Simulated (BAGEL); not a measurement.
# CH4BN2Si− (SMILES N#CB(N)[SiH2-]) at PBE0/def2-SVP (density fitting with qzvpp-jkfit)

Aim: the energy change on altering one bond length of CH4BN2Si− at PBE0/def2-SVP (density fitting with qzvpp-jkfit), from 2 runs. 

The calculation is run with BAGEL 1.2.2.

2 further runs of the same task are left out: 1 that didn't finish, 1 set aside as unsound or not needed. Runs told in other sessions of the task aren't counted.

## 1. The molecule

CH4BN2Si− has 9 atoms, charge -1, and is taken as a singlet. SMILES: `N#CB(N)[SiH2-]`. The shape is that of a GFN2-xTB optimisation. This is one conformer, not always the lowest.

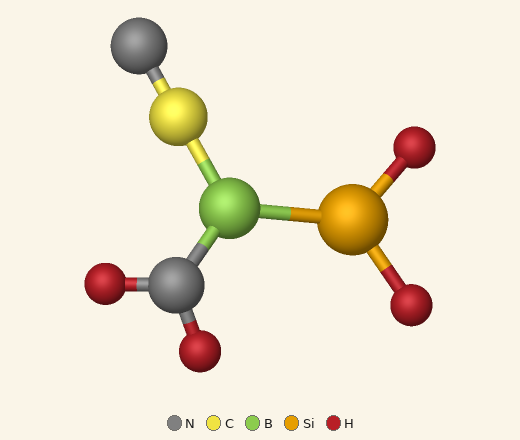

The structure, seen from a chosen angle (nitrogen grey, carbon yellow, boron green, silicon amber, hydrogen red).

## 2. A single-point energy at PBE0/def2-SVP (density fitting with qzvpp-jkfit)

Contents of input.json:

```json
{ "bagel" : [

{
  "title" : "molecule",
  "basis" : "svp",
  "df_basis" : "qzvpp-jkfit",
  "angstrom" : true,
  "geometry" : [
    { "atom" : "N", "xyz" : [       1.786680,      -2.206970,      -0.553010 ] },
    { "atom" : "C", "xyz" : [       1.132930,      -1.261000,      -0.353540 ] },
    { "atom" : "B", "xyz" : [       0.256570,      -0.065000,      -0.105960 ] },
    { "atom" : "N", "xyz" : [       0.570070,       1.151470,      -0.898590 ] },
    { "atom" : "Si", "xyz" : [      -1.096760,      -0.149090,       1.149720 ] },
    { "atom" : "H", "xyz" : [       1.028940,       1.025170,      -1.789760 ] },
    { "atom" : "H", "xyz" : [      -0.155730,       1.849580,      -0.976080 ] },
    { "atom" : "H", "xyz" : [      -1.445460,      -1.254520,       2.053800 ] },
    { "atom" : "H", "xyz" : [      -2.077240,       0.910360,       1.473410 ] }
  ]
},

{ "title" : "ks", "xc_func" : "pbe0", "charge" : -1 },

{ "title" : "print", "file" : "orbitals.molden", "orbitals" : true }

]}
```

Command:

```console
$ BAGEL_NUM_THREADS=1 BAGEL input.json > input.out
```

The log of the run:

```text
* using 1 threads per process

  ===============================================================
  ===============================================================

  *** Geometry ***

  { "atom" : "N", "xyz" : [      3.376336,     -4.170569,     -1.045037 ] },
  { "atom" : "C", "xyz" : [      2.140927,     -2.382945,     -0.668094 ] },
  { "atom" : "B", "xyz" : [      0.484847,     -0.122832,     -0.200235 ] },
  { "atom" : "N", "xyz" : [      1.077276,      2.175963,     -1.698089 ] },
  { "atom" : "Si", "xyz" : [     -2.072576,     -0.281739,      2.172656 ] },
  { "atom" : "H", "xyz" : [      1.944415,      1.937291,     -3.382156 ] },
  { "atom" : "H", "xyz" : [     -0.294287,      3.495200,     -1.844524 ] },
  { "atom" : "H", "xyz" : [     -2.731524,     -2.370699,      3.881120 ] },
  { "atom" : "H", "xyz" : [     -3.925415,      1.720331,      2.784341 ] },

  Number of auxiliary basis functions:      504

  Since a DF basis is specified, we compute 2- and 3-index integrals:
    o Being stored without compression. Storage requirement is 0.036 GB

  Number of basis functions:       94
  Number of electrons      :       43

    * METHOD: MOLECULE                             0.27

  *** Kohn-Sham DFT ***

    * Removing 16344 points whose weight is below 1.00e-10
    * Grid points: 117810

  === Nuclear Repulsion ===
   167.2221126352

       - DIIS with orbital gradients will be used.

  === KS iteration (pbe0 / svp) ===
      0       -433.58680577          0.12705011           0.42
      1       -429.02108542          0.12803411           0.40
      2       -418.19248211          0.17761309           0.41
      3       -455.06216799          0.08023769           0.41
      4       -461.05436922          0.05991561           0.41
      5       -463.41450032          0.02586175           0.41
      6       -463.77436626          0.01002802           0.41
      7       -463.80243591          0.00620134           0.41
      8       -463.83202538          0.00127314           0.41
      9       -463.83291510          0.00052174           0.42
     10       -463.83305999          0.00007554           0.42
     11       -463.83306285          0.00003676           0.42
     12       -463.83306351          0.00001388           0.42
     13       -463.83306361          0.00000251           0.41
     14       -463.83306362          0.00000087           0.42
     15       -463.83306362          0.00000037           0.41
     16       -463.83306362          0.00000013           0.42
     17       -463.83306362          0.00000005           0.43
     18       -463.83306362          0.00000001           0.44
     19       -463.83306362          0.00000001           0.43
    * SCF iteration converged.

    * Permanent dipole moment:
           (    0.030364,    -1.070311,     0.909439) a.u.

    * METHOD: KS                                   9.00

    * METHOD: PRINT                                0.02

  ===============================================================
```

Run time: 9.6 s. Hardware: 1 thread of Arm Neoverse V1, shared host; peak memory 0.51 GiB.

## 3. The distorted shape, same level

Contents of calc.json:

```json
{ "bagel" : [

{
  "title" : "molecule",
  "basis" : "svp",
  "df_basis" : "qzvpp-jkfit",
  "angstrom" : true,
  "geometry" : [
    { "atom" : "N", "xyz" : [       2.838301,      -3.642155,      -0.850103 ] },
    { "atom" : "C", "xyz" : [       2.184551,      -2.696185,      -0.650633 ] },
    { "atom" : "B", "xyz" : [       0.256570,      -0.065000,      -0.105960 ] },
    { "atom" : "N", "xyz" : [       0.570070,       1.151470,      -0.898590 ] },
    { "atom" : "Si", "xyz" : [      -1.096760,      -0.149090,       1.149720 ] },
    { "atom" : "H", "xyz" : [       1.028940,       1.025170,      -1.789760 ] },
    { "atom" : "H", "xyz" : [      -0.155730,       1.849580,      -0.976080 ] },
    { "atom" : "H", "xyz" : [      -1.445460,      -1.254520,       2.053800 ] },
    { "atom" : "H", "xyz" : [      -2.077240,       0.910360,       1.473410 ] }
  ]
},

{ "title" : "ks", "xc_func" : "pbe0", "charge" : -1 },

{ "title" : "print", "file" : "orbitals.molden", "orbitals" : true }

]}
```

Command:

```console
$ BAGEL_NUM_THREADS=1 BAGEL calc.json > calc.out
```

The log of the run:

```text
* using 1 threads per process

  ===============================================================
  ===============================================================

  *** Geometry ***

  { "atom" : "N", "xyz" : [      5.363612,     -6.882675,     -1.606462 ] },
  { "atom" : "C", "xyz" : [      4.128203,     -5.095051,     -1.229518 ] },
  { "atom" : "B", "xyz" : [      0.484847,     -0.122832,     -0.200235 ] },
  { "atom" : "N", "xyz" : [      1.077276,      2.175963,     -1.698089 ] },
  { "atom" : "Si", "xyz" : [     -2.072576,     -0.281739,      2.172656 ] },
  { "atom" : "H", "xyz" : [      1.944415,      1.937291,     -3.382156 ] },
  { "atom" : "H", "xyz" : [     -0.294287,      3.495200,     -1.844524 ] },
  { "atom" : "H", "xyz" : [     -2.731524,     -2.370699,      3.881120 ] },
  { "atom" : "H", "xyz" : [     -3.925415,      1.720331,      2.784341 ] },

  Number of auxiliary basis functions:      504

  Since a DF basis is specified, we compute 2- and 3-index integrals:
    o Being stored without compression. Storage requirement is 0.036 GB

  Number of basis functions:       94
  Number of electrons      :       43

    * METHOD: MOLECULE                             0.27

  *** Kohn-Sham DFT ***

    * Removing 14450 points whose weight is below 1.00e-10
    * Grid points: 119704

  === Nuclear Repulsion ===
   141.3691740463

       - DIIS with orbital gradients will be used.

  === KS iteration (pbe0 / svp) ===
      0       -420.78259143          0.09990702           0.43
      1       -239.18008668          0.13487049           0.41
      2       -309.01110708          0.10150112           0.40
      3       -444.37099957          0.08664966           0.40
      4       -454.92866029          0.07969707           0.40
      5       -452.95992674          0.06838082           0.40
      6       -453.40672104          0.06717614           0.40
      7       -424.01374440          0.10740642           0.41
      8       -423.46235336          0.09669040           0.41
      9       -456.05163907          0.05752773           0.41
     10       -462.97900058          0.02556668           0.41
     11       -461.40573654          0.03614317           0.40
     12       -463.50466730          0.01188420           0.40
     13       -463.60883569          0.00732072           0.41
     14       -463.66464578          0.00371706           0.42
     15       -463.67861573          0.00168019           0.42
     16       -463.67948634          0.00142975           0.42
     17       -463.68172235          0.00040915           0.42
     18       -463.68191597          0.00016076           0.42
     19       -463.68210592          0.00011676           0.42
     20       -463.68213179          0.00008884           0.43
     21       -463.68218483          0.00006577           0.43
     22       -463.68219696          0.00001262           0.42
     23       -463.68219826          0.00000490           0.43
     24       -463.68219859          0.00000290           0.42
     25       -463.68219861          0.00000114           0.42
     26       -463.68219861          0.00000082           0.41
     27       -463.68219861          0.00000066           0.42
     28       -463.68219861          0.00000028           0.43
     29       -463.68219861          0.00000009           0.42
     30       -463.68219861          0.00000004           0.43
     31       -463.68219861          0.00000003           0.44
     32       -463.68219861          0.00000003           0.43
     33       -463.68219861          0.00000002           0.43
     34       -463.68219861          0.00000001           0.41
     35       -463.68219861          0.00000001           0.40
    * SCF iteration converged.

    * Permanent dipole moment:
           (    1.655516,    -3.085427,     0.362807) a.u.

    * METHOD: KS                                  15.68

    * METHOD: PRINT                                0.02

  ===============================================================
```

Run time: 16 s. Hardware: 1 thread of Arm Neoverse V1, shared host; peak memory 0.52 GiB.

## 4. Results

At PBE0/def2-SVP (density fitting with qzvpp-jkfit):

| quantity | value |
| --- | --- |
| first shape: total energy | -463.83306 Eh |
| first shape: HOMO energy | 0.41 eV |
| first shape: LUMO energy | 4.37 eV |
| first shape: HOMO–LUMO gap (to an unbound level, set by the basis) | 3.96 eV |
| distorted shape: total energy | -463.68220 Eh |
| distorted shape: HOMO energy | -0.91 eV |
| distorted shape: LUMO energy | 1.03 eV |
| distorted shape: HOMO–LUMO gap (to an unbound level, set by the basis) | 1.94 eV |
| energy change with the C2–B3 bond stretched from 1.503 to 3.307 Å | 4.105 eV |

With the C2–B3 bond stretched from 1.503 to 3.307 Å the energy rises by 4.11 eV (396 kJ/mol). The first shape isn't relaxed at this level, so the change isn't measured from a minimum. The HOMO (first shape) lies at positive energy, 0.41 eV, from the functional's self-interaction, a short basis or an electron that isn't bound; only total energies against the neutral tell.
